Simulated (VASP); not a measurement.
Band structure of Zn₄STe₃ (ordered alloy cell). Calculation: PBEsol GGA, VASP's PBE PAW potentials (set 64) (plane waves; VASP).

Unless said otherwise, spin-orbit coupling is left out, though it shifts the bands of the heavy elements here.

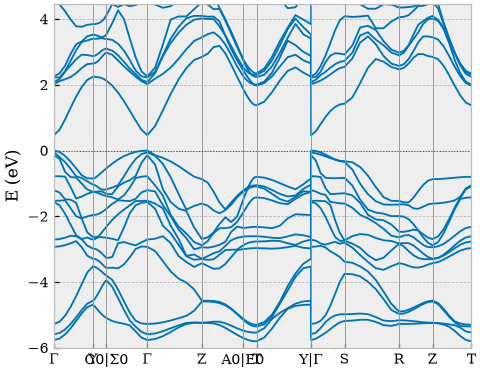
Figure: Bands along high-symmetry lines, zero at the valence-band maximum or, without a gap, the Fermi level

Read the plot: is there a gap, and where are the band edges?

The gap is direct, 0.47 eV, from the valence maximum at Γ to the conduction minimum at Γ. (Edges off the drawn lines would not show.)

The structure was generated: Zn4STe3 was put into an ordered model structure (Amm2), which need not be its known phase. It was relaxed first.
